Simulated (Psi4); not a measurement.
**AlH2Br (SMILES [AlH2][Br]) at 6 levels**

Aim: a comparison of 6 runs (HF/def2-SVP, HF-D3M(BJ)/def2-SVPD, HF/def2-SVPD, HF/6-311G**, PBE0/def2-SVP, PBE/6-311G**) of AlH2Br. 

Program for the calculation: Psi4 1.11.

8 further runs of the same task are left out: 5 for a known fault of the program, 2 that didn't finish, 1 set aside as unsound or not needed.

## 1. The structure to begin with

AlH2Br has 4 atoms, charge 0, and is taken as a singlet. As SMILES, `[AlH2][Br]`. The coordinates come from a PBE0-D4/def2-TZVP relaxation.

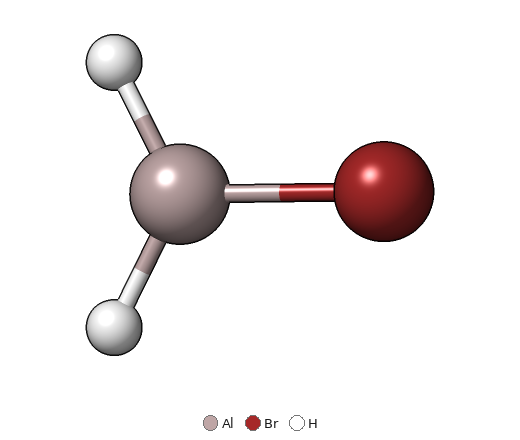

The structure, seen from a chosen angle (aluminium light grey, bromine red, hydrogen white).

## 2. Energy and forces at HF/def2-SVP (run 1)

Input file albrh2.dat:

```
memory 1600 mb

molecule {
  0 1
  Al    -0.148300    -0.064700    -0.110300
  Br     1.684900     0.496600     1.079700
  H     -0.561600    -1.584800    -0.139200
  H     -0.919700     1.092700    -0.850400
  symmetry c1
}

set {
  basis def2-SVP
  puream true
  e_convergence 1e-09
  d_convergence 1e-08
  scf_type pk
}

e_tot, wfn = gradient('hf', return_wfn=True)
```

Started as:

```console
$ psi4 -i albrh2.dat -o albrh2.out -n 1
```

albrh2.out:

```text
[...]
  Running in c1 symmetry.
[...]
  Nuclear repulsion =  126.863328746982006
[...]
  Multiplicity = 1
[...]
  Nalpha       = 25
  Nbeta        = 25
[...]
    Number of basis functions: 60
[...]
   @RHF iter   1: -2814.96204671466103   -2.00842e+00   1.77524e-02 DIIS/ADIIS
[...]
   @RHF iter  10: -2815.16388828136314   -4.09273e-12   3.50906e-09 DIIS
[...]
    Orbital Energies [Eh]
    ---------------------
    Doubly Occupied:
       1A   -489.960125     2A    -65.129088     3A    -58.500460
       4A    -58.500025     5A    -58.499852     6A    -58.494952
       7A     -9.820486     8A     -7.434138     9A     -7.430427
      10A     -7.429574    11A     -4.928807    12A     -3.247525
      13A     -3.245432    14A     -3.243695    15A     -3.175587
      16A     -3.174350    17A     -3.173367    18A     -3.169864
      19A     -3.169810    20A     -0.997474    21A     -0.576824
      22A     -0.466118    23A     -0.463289    24A     -0.427239
      25A     -0.409111
[...]
  @RHF Final Energy: -2815.16388828136314
   => Energetics <=
    Nuclear Repulsion Energy =            126.8633287469820061
    One-Electron Energy =               -4173.9192000542543610
    Two-Electron Energy =                1231.8919830259092123
    Total Energy =                      -2815.1638882813631426
[...]
 Multipole Moments:
 ------------------------------------------------------------------------------------
     Multipole            Electronic (a.u.)      Nuclear  (a.u.)        Total (a.u.)
 ------------------------------------------------------------------------------------
 L = 1.  Multiply by 2.5417464519 to convert [e a0] to [Debye]
 Dipole X            :          6.1444203           -6.6144529           -0.4700326
 Dipole Y            :          1.8812682           -2.0252135           -0.1439453
 Dipole Z            :          3.9885196           -4.2936594           -0.3051398
 Magnitude           :                                                    0.5785855
[...]
  -Total Gradient:
     Atom            X                  Y                   Z
    ------   -----------------  -----------------  -----------------
       1        0.003659152575     0.001117169539     0.002374361061
       2       -0.002733156518    -0.000836177605    -0.001773956996
       3       -0.000143695341    -0.002527228679     0.000333828079
       4       -0.000782300756     0.002246236800    -0.000934232068
[...]
```

It took 2 s on 1 thread of Intel Xeon 6975P-C (Granite Rapids), shared host; peak memory 0.23 GiB.

## 3. Energy and one-electron properties at HF-D3M(BJ)/def2-SVPD (density fitting) (run 2)

Input file albrh2.xyz:

```xyz
4
AlBrH2
Al    -0.148300    -0.064700    -0.110300
Br     1.684900     0.496600     1.079700
H     -0.561600    -1.584800    -0.139200
H     -0.919700     1.092700    -0.850400
```

Input file job.py:

```python
import psi4

psi4.set_memory('1600 MB')
psi4.set_num_threads(1)
psi4.core.set_output_file('psi4.out', False)

with open('albrh2.xyz') as f:
    atoms = ''.join(f.readlines()[2:])
molecule = psi4.geometry('0 1\n' + atoms + 'symmetry c1\nno_reorient\nno_com')

psi4.set_options({
    'basis': 'def2-SVPD',
    'scf_type': 'df',
})

e_tot, wfn = psi4.energy("hf-d3mbj2b", return_wfn=True)
psi4.oeprop(wfn, "MULLIKEN_CHARGES", "QUADRUPOLE", "MULTIPOLE(3)", "DIPOLE", "MAYER_INDICES")
print(f'hf-d3mbj2b energy: {e_tot:.10f} Eh')
```

Started as:

```console
$ python job.py
```

psi4.out:

```text
[...]
  Running in c1 symmetry.
[...]
  Nuclear repulsion =  126.863328746982006
[...]
  Multiplicity = 1
[...]
  Nalpha       = 25
  Nbeta        = 25
[...]
    Number of basis functions: 81
[...]
   @DF-RHF iter   1: -2815.03442395248794   -2.00220e+00   1.33426e-02 DIIS/ADIIS
[...]
   @DF-RHF iter   7: -2815.24087848775753   -1.16839e-07   7.84579e-07 DIIS
[...]
    Orbital Energies [Eh]
    ---------------------
    Doubly Occupied:
       1A   -489.967560     2A    -65.135521     3A    -58.506985
       4A    -58.506598     5A    -58.506409     6A    -58.501903
       7A     -9.826333     8A     -7.439952     9A     -7.436336
      10A     -7.435414    11A     -4.931545    12A     -3.250660
      13A     -3.248495    14A     -3.246555    15A     -3.181435
      16A     -3.180251    17A     -3.179195    18A     -3.175799
      19A     -3.175736    20A     -1.001405    21A     -0.578163
      22A     -0.467550    23A     -0.466559    24A     -0.430312
      25A     -0.411835
[...]
  @DF-RHF Final Energy: -2815.24087848775753
   => Energetics <=
    Nuclear Repulsion Energy =            126.8633287469820061
    One-Electron Energy =               -4173.6879532164102784
    Two-Electron Energy =                1231.6557131531685627
    Total Energy =                      -2815.2408784877579819
[...]
 Multipole Moments:
 ------------------------------------------------------------------------------------
     Multipole            Electronic (a.u.)      Nuclear  (a.u.)        Total (a.u.)
 ------------------------------------------------------------------------------------
 L = 1.  Multiply by 2.5417464519 to convert [e a0] to [Debye]
 Dipole X            :       -105.4653934          104.9975299           -0.4678635
 Dipole Y            :        -30.4692252           30.3259469           -0.1432783
 Dipole Z            :        -67.1357829           66.8320542           -0.3037288
 Magnitude           :                                                    0.5759132
 L = 2.  Multiply by 1.3450342976 to convert [e a0^2] to [Debye ang]
 Quadrupole XX       :       -385.7933792          359.9927267          -25.8006525
 Quadrupole XY       :       -105.1010208          104.6145210           -0.4864998
[...]
  Mulliken Charges: (a.u.)
   Center  Symbol    Alpha    Beta     Spin     Total
       1    AL     5.96082  5.96082  0.00000  1.07836
       2    BR    17.79495 17.79495  0.00000 -0.58991
       3     H     0.62211  0.62211  0.00000 -0.24423
       4     H     0.62211  0.62211  0.00000 -0.24423
   Total alpha = 25.00000, Total beta = 25.00000, Total charge = -0.00000
  Mayer Bond Indices:
[...]
```

Standard output:

```text
hf-d3mbj2b energy: -2815.2408784878 Eh
```

It took 2.7 s on 1 thread of Intel Xeon 6975P-C (Granite Rapids), shared host; peak memory 0.23 GiB.

Atomic charges (e):

```
atom  Mulliken
 Al1    +1.078
 Br2    -0.590
  H3    -0.244
  H4    -0.244
```

Runs 3 to 5 aren't shown in full; the table further down has their settings and results.

## 4. Energy and forces at PBE/6-311G(d,p) (run 6)

Input file albrh2.json:

```json
{
  "schema_name": "qcschema_input",
  "schema_version": 1,
  "molecule": {
    "schema_name": "qcschema_molecule",
    "schema_version": 2,
    "symbols": ["Al", "Br", "H", "H"],
    "geometry": [-0.28024638, -0.12226528, -0.20843679, 3.18399955, 0.93843799, 2.0403373, -1.06127019, -2.99483796, -0.26304988, -1.73798112, 2.06490374, -1.6070231],
    "molecular_charge": 0,
    "molecular_multiplicity": 1,
    "fix_symmetry": "c1"
  },
  "driver": "gradient",
  "model": {
    "method": "pbe",
    "basis": "6-311G**"
  },
  "keywords": {
    "puream": true,
    "e_convergence": 1e-09,
    "d_convergence": 1e-08,
    "scf_type": "pk",
    "dft_radial_points": 99,
    "dft_spherical_points": 590
  }
}
```

Started as:

```console
$ psi4 --qcschema albrh2.json -n 1 --memory 1600MB
```

stdout:

```text
[...]
  Running in c1 symmetry.
[...]
  Nuclear repulsion =  126.863328818289546
[...]
  Multiplicity = 1
[...]
  Nalpha       = 25
  Nbeta        = 25
[...]
    Number of basis functions: 82
[...]
   @RKS iter   1: -2816.70315633994596   -1.17206e+00   2.87578e-02 ADIIS/DIIS
[...]
   @RKS iter  11: -2817.27026072602166   -9.09495e-13   1.38946e-09 DIIS
[...]
    Orbital Energies [Eh]
    ---------------------
    Doubly Occupied:
       1A   -480.974053     2A    -61.785300     3A    -55.701342
       4A    -55.700028     5A    -55.699365     6A    -55.396902
       7A     -8.399775     8A     -6.273639     9A     -6.268831
      10A     -6.266839    11A     -3.959030    12A     -2.567163
      13A     -2.560376    14A     -2.556363    15A     -2.473181
      16A     -2.472105    17A     -2.470649    18A     -2.466979
      19A     -2.466864    20A     -0.703943    21A     -0.394124
      22A     -0.308280    23A     -0.298357    24A     -0.279051
      25A     -0.257699
[...]
  @RKS Final Energy: -2817.27026072602166
   => Energetics <=
    Nuclear Repulsion Energy =            126.8633288182895456
    One-Electron Energy =               -4173.7317438488635162
    Two-Electron Energy =                1339.7871013495196166
    DFT Exchange-Correlation Energy =    -110.1889470449673496
    Empirical Dispersion Energy =           0.0000000000000000
    VV10 Nonlocal Energy =                  0.0000000000000000
    Total Energy =                      -2817.2702607260216610
[...]
 Multipole Moments:
 ------------------------------------------------------------------------------------
     Multipole            Electronic (a.u.)      Nuclear  (a.u.)        Total (a.u.)
 ------------------------------------------------------------------------------------
 L = 1.  Multiply by 2.5417464519 to convert [e a0] to [Debye]
 Dipole X            :          6.2069851           -6.6144529           -0.4074679
 Dipole Y            :          1.9004305           -2.0252135           -0.1247831
 Dipole Z            :          4.0291392           -4.2936594           -0.2645201
 Magnitude           :                                                    0.5015693
[...]
  -Total Gradient:
     Atom            X                  Y                   Z
    ------   -----------------  -----------------  -----------------
       1        0.001504229397     0.000457777086     0.000975884383
       2       -0.003945494137    -0.001207506301    -0.002560987349
       3        0.000816975145     0.003410403063    -0.000012116752
       4        0.001628494306    -0.002659385998     0.001599949913
[...]
```

The result, in JSON:

```text
{
 "driver": "gradient",
 "model": {
  "method": "pbe",
  "basis": "6-311G**"
 },
 "success": true,
 "return_result": [0.001504229396818088, 0.00045777708643128, 0.0009758843830541368, -0.003945494137442246, -0.0012075063006788747, -0.0025609873489129825, 0.0008169751454523803, 0.003410403062806877, -1.2116752194603645e-05, 0.0016284943064694482, -0.0026593859977797896, 0.0015999499127523215],
 "properties": {
  "calcinfo_nbasis": 82,
  "calcinfo_nmo": 82,
  "calcinfo_nalpha": 25,
  "calcinfo_nbeta": 25,
  "calcinfo_natom": 4,
  "nuclear_repulsion_energy": 126.86332881828955,
  "return_energy": -2817.2702607260217,
  "return_gradient": [0.001504229396818088, 0.00045777708643128, 0.0009758843830541368, -0.003945494137442246, -0.0012075063006788747, -0.0025609873489129825, 0.0008169751454523803, 0.003410403062806877, -1.2116752194603645e-05, 0.0016284943064694482, -0.0026593859977797896, 0.0015999499127523215],
  "scf_one_electron_energy": -4173.7317438488635,
  "scf_two_electron_energy": 1339.7871013495196,
  "scf_xc_energy": -110.18894704496735,
  "scf_dipole_moment": [-0.40746785274194064, -0.1247830619953012, -0.26452013443378153],
  "scf_total_energy": -2817.2702607260217,
  "scf_total_gradient": [0.001504229396818088, 0.00045777708643128, 0.0009758843830541368, -0.003945494137442246, -0.0012075063006788747, -0.0025609873489129825, 0.0008169751454523803, 0.003410403062806877, -1.2116752194603645e-05, 0.0016284943064694482, -0.0026593859977797896, 0.0015999499127523215],
  "scf_iterations": 11
 }
}
```

Run time: 6.9 s. Hardware: 1 thread of Intel Xeon 6975P-C (Granite Rapids), shared host; peak memory 0.65 GiB.

## 5. All runs side by side

```
run                                   level        task  integrals   energy (Eh)  dipole moment (D)  HOMO energy (eV)  LUMO energy (eV)  wall time
  1                             HF/def2-SVP    gradient         pk  -2815.163888               1.47            -11.13              1.06        2 s
  2  HF-D3M(BJ)/def2-SVPD (density fitting)  properties         df  -2815.240878               1.46            -11.21              0.96      2.7 s
  3          HF/def2-SVPD (density fitting)  properties         df  -2815.168911               1.46            -11.21              0.96      1.4 s
  4     HF/6-311G** (ZORA, density fitting)  properties         df  -2864.426135               1.72            -11.14              0.74      5.1 s
  5                           PBE0/def2-SVP      energy         pk  -2817.027257               1.21             -8.19             -1.72      4.2 s
  6                            PBE/6-311G**    gradient         pk  -2817.270261               1.27             -7.01             -2.54      6.9 s
```

## 6. Results

| quantity | value |
| --- | --- |
| run 6: total energy | -2817.27026 Eh |
| run 6: dipole moment | 1.27 D |
| run 6: HOMO energy | -7.01 eV |
| run 6: LUMO energy | -2.54 eV |
| run 6: HOMO–LUMO gap | 4.47 eV |
| run 6: largest force on an atom | 0.250 eV/Å |

**Reading.** The dipole moment (its size) runs from 1.21 D (PBE0/def2-SVP) to 1.72 D (HF/6-311G**). The two ends differ in method and basis and Hamiltonian. The HOMO–LUMO gap runs from 4.47 eV (PBE/6-311G**) to 12.19 eV (HF/def2-SVP). The two ends differ in method and basis. Totals of different functionals can't be ranked against each other. Some runs of one species differ in core potentials or relativity; totals across that change don't compare. All runs together took 22 s, the longest 6.9 s.
